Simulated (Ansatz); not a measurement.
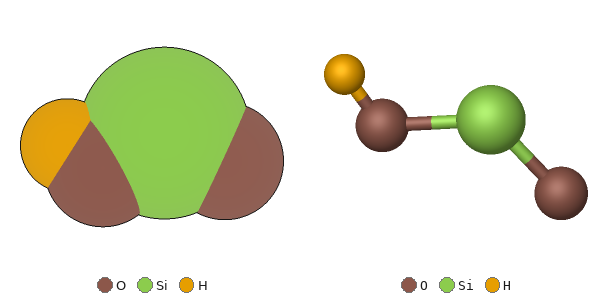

Both panels show the same species.

The species is neutral and a spin doublet. The computed structure is the end point of a PBE0-D4/def2-TZVP optimisation. No frequency run is at hand to confirm it as a minimum.

Question: Count the atoms of each element.

Answer: HO2Si, 4 atoms: 1 hydrogen, 2 oxygen and 1 silicon.

Question: How many bonds of each kind are drawn?

Answer: 2 O–Si, 1 O–H. Sticks follow a distance rule.

Question: Which point group does it belong to?

Answer: Cs.

Question: How many sets of symmetry-equivalent atoms are there?

Answer: 4: 1 O, 1 Si, 1 O, 1 H.

The parts below concern this one geometry. Atoms keep their numbers from picture to picture.

## Electronic properties

No frequency run is at hand to confirm it as a minimum. Level of theory: UHF-CCSD(T), frozen core/def2-TZVPP (Ansatz 0.2.0).

Question: Estimate the ⟨S²⟩ of the determinant.

Answer: 0.765.

Question: What is the T1 diagnostic?

Answer: 0.024.

## Dipole moment

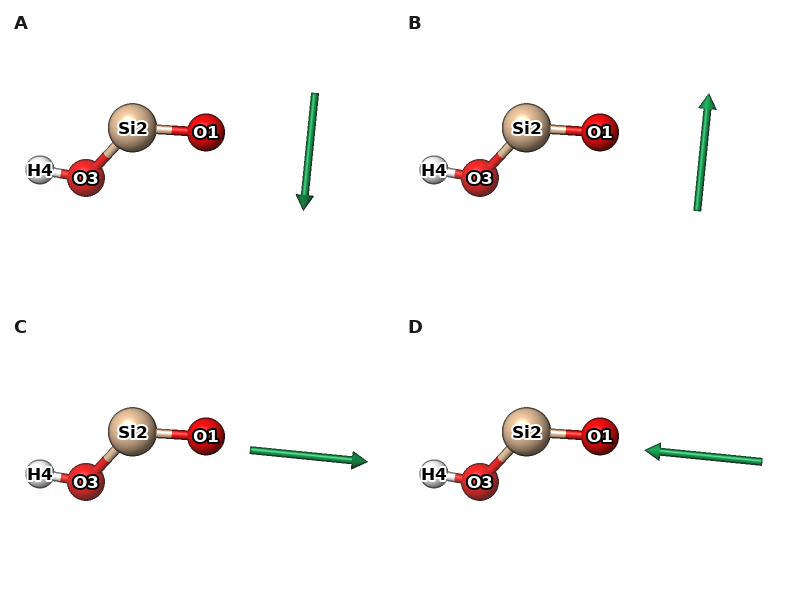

The same molecule four times, each with an arrow. No frequency run is at hand to confirm it as a minimum. Method: UKS PBE0-D4/def2-TZVP (Ansatz 0.2.0).

Question: Which arrow points along the dipole moment, from the negative to the positive end?

Answer: D. The dipole moment is 4.72 D; it points from the side of O1 to the side of H4 (the outermost atoms at the two ends).

## Charges

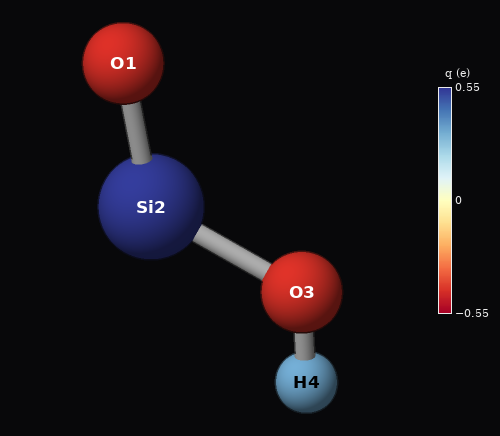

Atoms are coloured by their Mulliken charges. No frequency run is at hand to confirm it as a minimum. Properties computed with UKS PBE0-D4/def2-TZVP (Ansatz 0.2.0).

Question: Which atom carries the highest charge (most positive or least negative)?

Answer: Si2 (0.54 e).

Question: And the lowest?

Answer: O1 (−0.44 e).

Give the Mulliken charges atom by atom.

```csv
atom,value (e)
O1,−0.44
Si2,0.54
O3,−0.43
H4,0.34
```

Mulliken values depend strongly on the basis set and can even reverse the polarity of a bond.
